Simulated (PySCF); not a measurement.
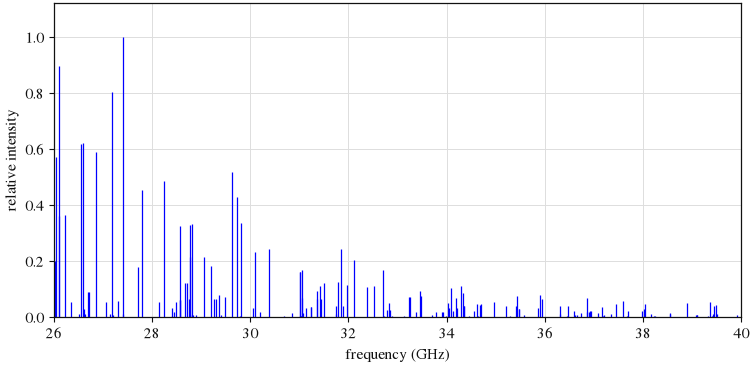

Simulated rotational absorption lines between 26 and 40 GHz at 1.5 K: rigid rotor with the equilibrium constants and dipole of one optimised conformer (PBE0-D3(BJ)/def2-SVP, PySCF 2.14.0), commonest isotopes; no centrifugal distortion, hyperfine structure, internal rotation or nuclear-spin weights; lines within 1 MHz of each other are summed.

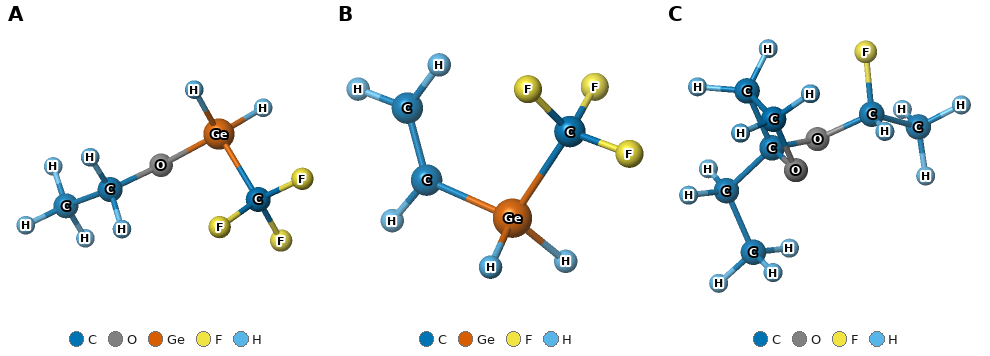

> Which molecule gives this spectrum? Choose among the lettered structures.

Structure B, C₃H₅F₃Ge, SMILES C=[CH][GeH2][C](F)(F)F, singlet. Rotational constants A, B, C = 2.538, 1.445, 1.113 GHz, |μa|, |μb|, |μc| = 2.15, 0.34, 0.00 D.

Known limits of this run: coarse grid, loose stop and no frequency check, small forces are noise and the end may be a saddle.
